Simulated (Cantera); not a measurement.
A closed system holds: 1 mol Nb, 8.3 mol O2, a varied amount of H2, held at 1877 °C and 2850 Torr.

Cantera equilibrium calculation (NASA polynomials, part measured and part estimated; ideal gas, pure solids and liquids). Candidate condensed phases: H2O, Nb, NbO, NbO2, Nb2O5; 12 gas species. Condensed phases not in the tables: the oxides between NbO2 and Nb2O5. Kinetics and transport are ignored.

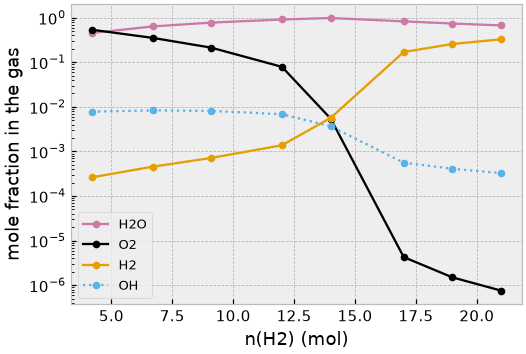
Figure. Equilibrium gas composition (values under 1e-9 drawn at 1e-9)

Task: Read off the mole fractions at 9.1 mol H2.

Result: H2O about 0.78, O2 about 0.21, OH about 0.0081, H2 about 0.00072.
